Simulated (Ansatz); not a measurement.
## TiSiH₅OF₃: geometry relaxation (part 2 of 2)

Continued. System: TiSiH₅OF₃. Method: RHF/def2-SVP (Ansatz 0.2.0). The input holds or restrains some coordinates. It belongs to a series of runs on one base structure; here: pulled along the bonds that form and break, towards end A.

Geometry of the input (Å):
```
Ti 0.0000  0.0000  0.0000
O  0.0000  0.0000  2.2700
Si -1.3147  -0.4067  3.2336
H  -2.2390  -1.2403  2.4704
H  -0.8506  -1.1432  4.4057
H  -1.9987  0.8095  3.6633
F  1.7257  0.0000  -0.6094
F  -0.8619  1.4933  -0.6094
F  -0.8619  -1.4933  -0.6094
H  1.0439  -1.5851  0.6306
H  0.7967  -1.2098  1.6134
```

## Trajectory as extended XYZ, continued
```
11
Properties=species:S:1:pos:R:3:forces:R:3 step=3 energy=-41173.62129
Ti   -0.1183    0.1809    0.0681    3.6444  -5.5978   2.7471
O    -0.1394    0.1612    2.1048   -1.1016  -0.0494  -3.6830
Si   -1.2984   -0.3862    3.2124    0.3170   0.6632  -0.7692
H    -2.2439   -1.2445    2.4689   -0.0753  -0.1182  -0.0270
H    -0.8410   -1.1422    4.4014    0.4205   0.0900  -0.2570
H    -2.0070    0.8141    3.6692   -0.1944   0.1380   0.2164
F     1.6183    0.0264   -0.5793   -3.4440   0.9829   1.1025
F    -0.8662    1.4971   -0.6094   -0.8122   1.2999  -0.5733
F    -0.8321   -1.3930   -0.5773    0.8108   3.2981   1.1365
H     1.2010   -1.8259    0.8699    0.6332  -1.0478  -1.1916
H     0.9665   -1.4635    1.4302   -0.1984   0.3411   1.2986
11
Properties=species:S:1:pos:R:3:forces:R:3 step=4 energy=-41174.34339
Ti   -0.1463    0.2184    0.0895    3.5917  -5.4994   2.3915
O    -0.1943    0.1850    2.0076   -0.9200  -0.1450  -2.6339
Si   -1.2951   -0.3690    3.1805    0.0218   0.4229  -0.6085
H    -2.2494   -1.2483    2.4666   -0.0120  -0.0265   0.0058
H    -0.8154   -1.1292    4.3692    0.4859   0.2188  -0.4458
H    -2.0083    0.8201    3.6711   -0.0649   0.1036   0.1086
F     1.5569    0.0663   -0.5572   -2.6946   0.8365   1.0105
F    -0.8834    1.5198   -0.6026   -1.2537   2.0702  -0.9308
F    -0.8413   -1.3265   -0.5575    0.5121   2.5444   0.9541
H     1.2938   -1.9689    0.9643    1.1326  -1.8217  -1.8583
H     1.0222   -1.5433    1.4273   -0.7988   1.2961   2.0069
11
Properties=species:S:1:pos:R:3:forces:R:3 step=5 energy=-41175.12936
Ti   -0.1488    0.2029    0.0778    2.0095  -2.9946   1.5276
O    -0.2261    0.1432    1.9152   -0.7666  -0.0367  -1.4846
Si   -1.3094   -0.3585    3.1234    0.1612   0.1578  -0.3653
H    -2.2757   -1.2560    2.4470   -0.0289   0.0500   0.0759
H    -0.7265   -1.1037    4.2772    0.2705   0.2350  -0.4381
H    -1.9948    0.8389    3.6451    0.0000   0.0230  -0.0055
F     1.5028    0.1578   -0.5688   -1.3928   0.3066   0.6574
F    -0.9162    1.5560   -0.5417   -0.8692   1.4118  -0.5300
F    -0.9153   -1.2444   -0.5830    0.3441   1.2312   0.5432
H     1.3409   -2.0911    1.1027    0.7576  -1.5106  -1.3955
H     1.1085   -1.6210    1.5638   -0.4853   1.1263   1.4148
11
Properties=species:S:1:pos:R:3:forces:R:3 step=6 energy=-41175.32083
Ti   -0.0777    0.1032    0.0986   -0.4347   0.1889   2.2907
O    -0.2713    0.0808    1.9276    0.2118   0.0231  -2.3864
Si   -1.3674   -0.3169    3.1019   -0.0062  -0.0290   0.3802
H    -2.3606   -1.2406    2.5079   -0.0632   0.0503   0.0534
H    -0.6624   -0.9960    4.2088   -0.0138  -0.0009  -0.0038
H    -2.0257    0.9047    3.6133   -0.0178  -0.0488  -0.0570
F     1.5360    0.2417   -0.4879    0.1538   0.0808  -0.0238
F    -0.9548    1.4996   -0.3687   -0.0751   0.1691  -0.3081
F    -0.8740   -1.2612   -0.5872   -0.0244  -0.0375  -0.0995
H     1.4245   -2.1765    1.0771    0.4052  -0.6472  -0.4782
H     1.0728   -1.6145    1.3675   -0.1356   0.2512   0.6327
11
Properties=species:S:1:pos:R:3:forces:R:3 step=7 energy=-41175.38831
Ti   -0.1036    0.1386    0.0715   -0.0658  -0.2235   2.2741
O    -0.2562    0.0390    1.9110   -0.1863   0.3142  -2.3041
Si   -1.3487   -0.3329    3.1144    0.0378   0.0191  -0.0569
H    -2.3659   -1.2336    2.5252   -0.0232  -0.0158   0.0802
H    -0.6506   -1.0121    4.2232    0.0207   0.0205  -0.0106
H    -2.0138    0.8939    3.6004    0.0662   0.0066  -0.0001
F     1.5231    0.2686   -0.5005   -0.1693   0.0378   0.0885
F    -0.9660    1.5336   -0.4438   -0.0134   0.0189  -0.0700
F    -0.8797   -1.2364   -0.6281    0.0747   0.1670   0.0020
H     1.3971   -2.1548    1.0367   -0.1266   0.2240   0.2978
H     1.1036   -1.6795    1.5488    0.3852  -0.5688  -0.3010
11
Properties=species:S:1:pos:R:3:forces:R:3 step=8 energy=-41175.44478
Ti   -0.1016    0.1356    0.0247   -0.3928  -0.1633   2.2685
O    -0.3758   -0.0363    1.8356    0.0645   0.4478  -2.2710
Si   -1.3610   -0.3458    3.1362    0.0456   0.0252   0.0786
H    -2.4638   -1.2225    2.6920   -0.0369  -0.0434   0.0192
H    -0.5771   -1.0191    4.1946   -0.0114   0.0273  -0.0508
H    -1.9219    0.9190    3.6502    0.0229   0.0272   0.0127
F     1.5530    0.3613   -0.4095   -0.0287   0.0032   0.0400
F    -0.9783    1.5129   -0.5194    0.0129  -0.0032  -0.0292
F    -0.7612   -1.2329   -0.7892    0.0429   0.0253  -0.0381
H     1.3601   -2.1405    1.0781    0.6235  -0.8865  -0.9091
H     1.0670   -1.7073    1.5655   -0.3425   0.5404   0.8792
11
Properties=species:S:1:pos:R:3:forces:R:3 step=9 energy=-41175.46831
Ti   -0.1080    0.1233    0.0056   -0.4998  -0.3253   2.3260
O    -0.4721   -0.1329    1.7901    0.2185   0.6317  -2.3388
Si   -1.3796   -0.3414    3.1603   -0.0237  -0.0397   0.0811
H    -2.5470   -1.1885    2.8334   -0.0086   0.0022   0.0295
H    -0.5524   -1.0035    4.1890    0.0059  -0.0053  -0.0031
H    -1.8426    0.9676    3.6606    0.0013   0.0355  -0.0029
F     1.5605    0.4337   -0.2990   -0.0108   0.0123   0.0012
F    -1.0011    1.4844   -0.5519    0.0022   0.0095  -0.0119
F    -0.6459   -1.2386   -0.9014    0.0276   0.0113  -0.0586
H     1.4143   -2.1163    1.0510    0.9066  -0.8188  -0.9847
H     1.0134   -1.7634    1.5211   -0.6193   0.4865   0.9623
11
Properties=species:S:1:pos:R:3:forces:R:3 step=10 energy=-41175.45434 accepted=F
Ti   -0.1124    0.1015   -0.0209   -0.4683  -0.4907   2.2863
O    -0.5765   -0.2306    1.7383    0.1861   0.7287  -2.2818
Si   -1.3966   -0.3383    3.1858   -0.0819  -0.0292  -0.1696
H    -2.6405   -1.1445    2.9930    0.2811   0.1711   0.0329
H    -0.5152   -0.9948    4.1747   -0.0383  -0.0094  -0.0252
H    -1.7565    1.0180    3.6701    0.0390  -0.1166  -0.0893
F     1.5671    0.5076   -0.1920   -0.4499  -0.1091   0.0207
F    -1.0224    1.4553   -0.5775    0.1074  -0.1498   0.0455
F    -0.5294   -1.2382   -1.0378    0.1225   0.3200   0.2089
H     1.5258   -2.0408    1.0541   -0.7670   0.1123   0.5245
H     0.8963   -1.8707    1.4709    1.0694  -0.4274  -0.5529
11
Properties=species:S:1:pos:R:3:forces:R:3 step=11 energy=-41175.47441
Ti   -0.1128    0.1121   -0.0053   -0.4939  -0.4037   2.2722
O    -0.5244   -0.1750    1.7662    0.2325   0.6293  -2.2923
Si   -1.3868   -0.3420    3.1748   -0.0403  -0.0105  -0.0365
H    -2.5877   -1.1689    2.9113    0.0498   0.0346   0.0230
H    -0.5365   -1.0074    4.1829    0.0048   0.0129  -0.0055
H    -1.8034    0.9902    3.6618    0.0240  -0.0165   0.0003
F     1.5602    0.4647   -0.2473   -0.1159  -0.0134   0.0152
F    -1.0072    1.4699   -0.5673    0.0018  -0.0033  -0.0012
F    -0.5879   -1.2361   -0.9727    0.0522   0.0945   0.0449
H     1.4326   -2.1049    1.0494    0.9635  -0.7460  -0.9400
H     0.9934   -1.7781    1.5050   -0.6785   0.4222   0.9197
```

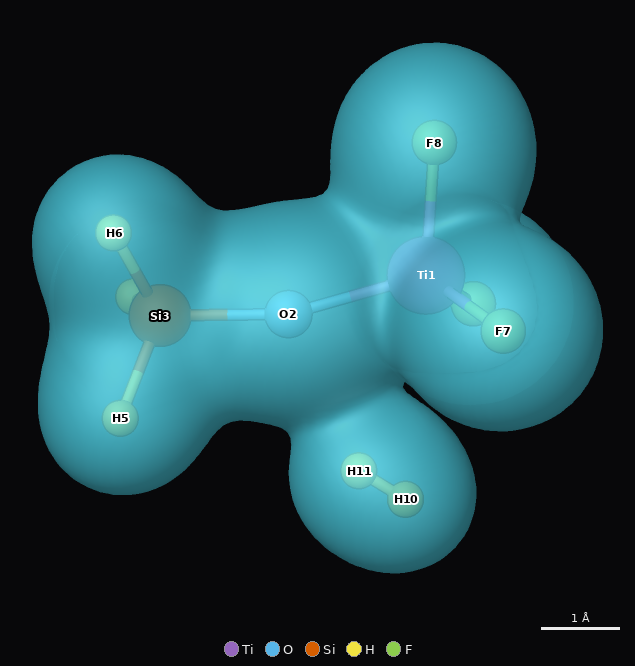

Isosurface of the total electron density at 0.05 e/Å³ (cyan), seen face on. At this value the surface is in one piece. On the grid the lowest density along these lines, outside the cores, is 0.06 e/Å³ (Ti···H, 2.66 Å), 0.86 e/Å³ (Si–O, 1.66 Å), 1.1 e/Å³ (Ti–F, 1.72 Å) and 0.89 e/Å³ (Ti–O, 1.84 Å).

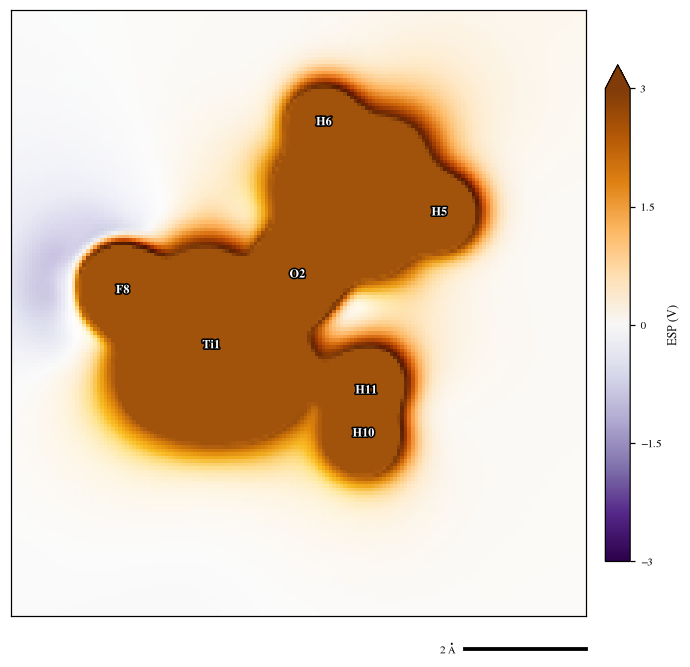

Electrostatic potential on the plane of atoms O2, Ti1 and F8.

## Results in brief

| quantity | value |
| --- | --- |
| outcome | converged under the restraints of the input |
| total energy | −41175.4744 eV |
| mean-field energy | −41175.4744 eV |
| largest force (length of the vector) at the end, held atoms and coordinates included | 2.388 eV/Å |
| hardware | 4 threads of AMD EPYC (Zen 5), 24 GiB of memory available, shared host |
| wall time | 10 s (CPU time 34 s) |
| peak memory | 0.34 GiB |
